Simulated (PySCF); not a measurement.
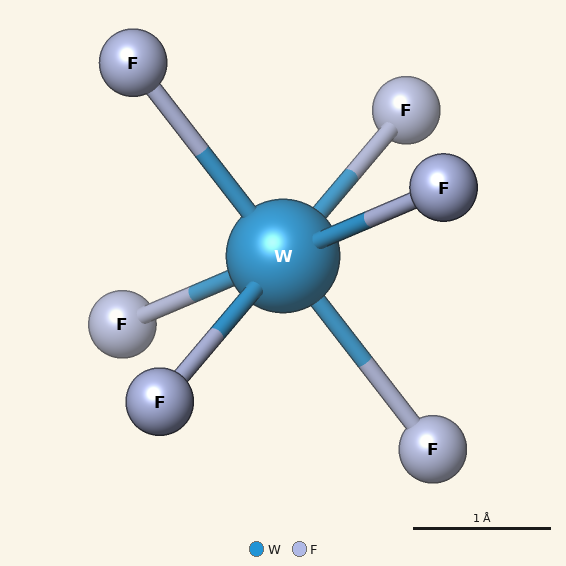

Atoms fade into the background with distance from the viewer. Charge 0, singlet. The computed structure is the end point of a PBE0-D3(BJ)/def2-SVP optimisation. No frequency run is at hand to confirm it as a minimum. Masses are those of the most abundant isotopes; constants are for the rigid equilibrium geometry.

Question: Classify the rotor and give the rotational constants (GHz).

Answer: A spherical top (Oh): A = B = C = 1.97 GHz.
